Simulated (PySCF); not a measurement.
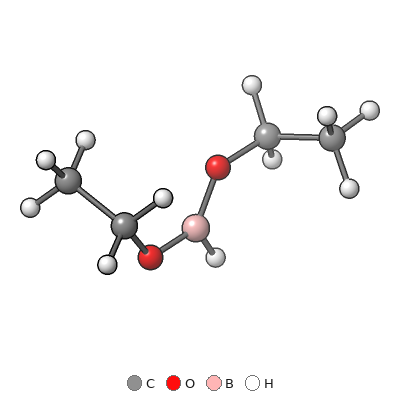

Geometry used (C₄H₁₁BO₂, SMILES CCOBOCC).

Vertical TDDFT excitations, B3LYP/def2-SVPD in PySCF, at a PBE0-D3(BJ)/def2-SVP geometry (no frequency check), gas phase.

**Where does it absorb, and how strongly?**

The lowest singlet lies at 7.53 eV (165 nm, f = 0.011); the brightest of the first 10 is S3 at 7.76 eV (160 nm), f = 0.136, mainly HOMO → LUMO+1 (64 %). No singlet lies below 3.1 eV (beyond 400 nm), so at this level no vertical transition falls in the visible.


```csv
state,E (eV),λ (nm),f,main character
S1,7.53,165,0.011,HOMO → LUMO (96 %)
S2,7.69,161,0.040,HOMO−1 → LUMO+1 (50 %)
S3,7.76,160,0.136,HOMO → LUMO+1 (64 %)
S4,8.00,155,0.002,HOMO−1 → LUMO (69 %)
S5,8.07,154,0.010,HOMO → LUMO+2 (76 %)
S6,8.15,152,0.008,HOMO−2 → LUMO+1 (62 %)
S7,8.33,149,0.008,HOMO−2 → LUMO (39 %)
S8,8.38,148,0.007,HOMO → LUMO+3 (76 %)
S9,8.56,145,0.038,HOMO → LUMO+4 (61 %)
S10,8.59,144,0.061,HOMO−1 → LUMO+2 (43 %)
```

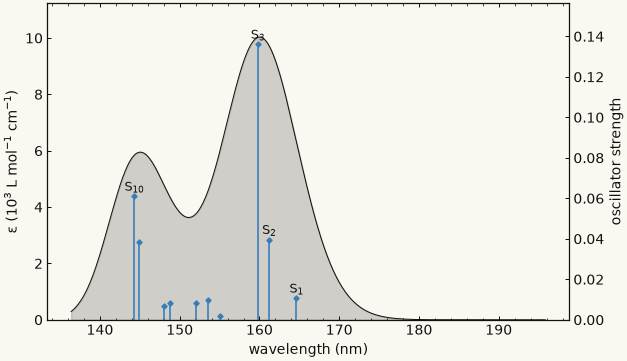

Only the first 10 singlet excitations are included; each is broadened by a Gaussian of 1/e half-width 0.30 eV. Sticks give oscillator strengths (right axis).

Caveats: states above the negative HOMO energy depend on the basis; one conformer of a flexible molecule; core orbitals are frozen in the response.
